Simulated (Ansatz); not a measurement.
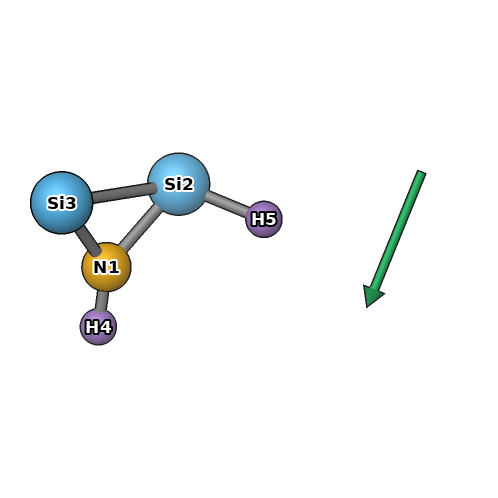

The arrow beside the molecule shows the direction of the dipole moment, from the negative to the positive end (its length means nothing). State: neutral, doublet. The computed structure is the end point of a PBE0-D4/def2-TZVP optimisation. No frequency run is at hand to confirm it as a minimum. Method: UKS PBE0-D4/def2-TZVP (Ansatz 0.2.0).

> Estimate the dipole moment.

1.56 D; it points from the side of Si2, H5 to the side of H4 (the outermost atoms at the two ends).
